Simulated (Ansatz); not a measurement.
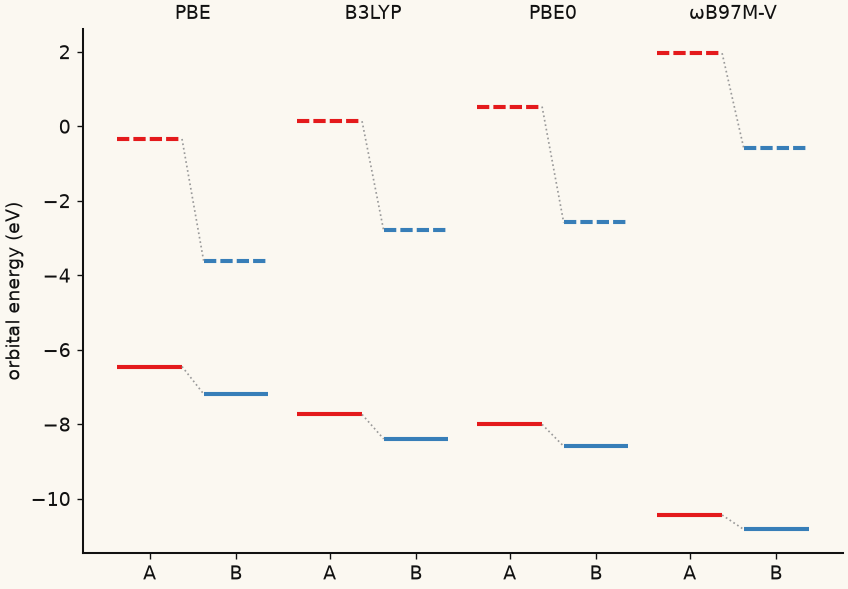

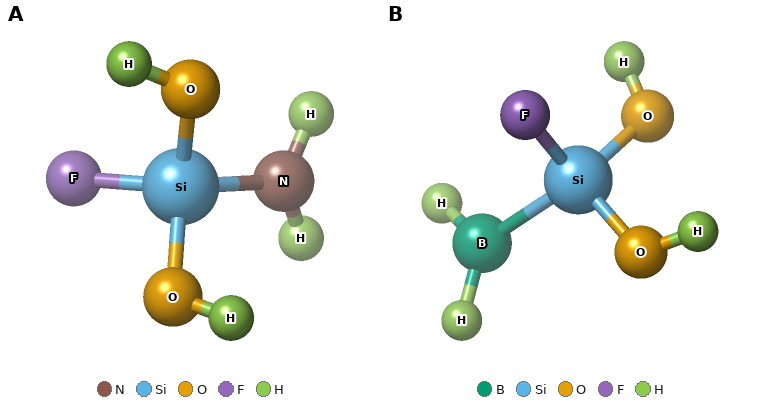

One change: A, SiNH₄O₂F (SMILES N[Si](O)(O)F), becomes B, BSiH₄O₂F (SMILES B[Si](O)(O)F). NH₂ on Si is replaced by BH₂. HOMO (solid) and LUMO (dashed) computed in def2-TZVPP at PBE0-D4/def2-TZVP geometries, both minima by their frequencies, gas phase, the Ansatz code 0.2.0. Empty levels above zero depend strongly on the basis.

### What does the change do to HOMO and LUMO?

PBE: the HOMO falls by 0.74 eV, the LUMO falls by 3.27 eV, and the separation goes from 6.11 to 3.58 eV. B3LYP: the HOMO falls by 0.66 eV, the LUMO falls by 2.93 eV, and the separation goes from 7.88 to 5.60 eV. PBE0: the HOMO falls by 0.59 eV, the LUMO falls by 3.11 eV, and the separation goes from 8.54 to 6.01 eV. ωB97M-V: the HOMO falls by 0.39 eV, the LUMO falls by 2.55 eV, and the separation goes from 12.40 to 10.24 eV.

### Do the functionals agree on the effect?

They agree on the direction for both levels; the HOMO shift lies between −0.74 and −0.39 eV and the LUMO shift between −3.27 and −2.55 eV, while the separations themselves differ by up to 6.7 eV between functionals.
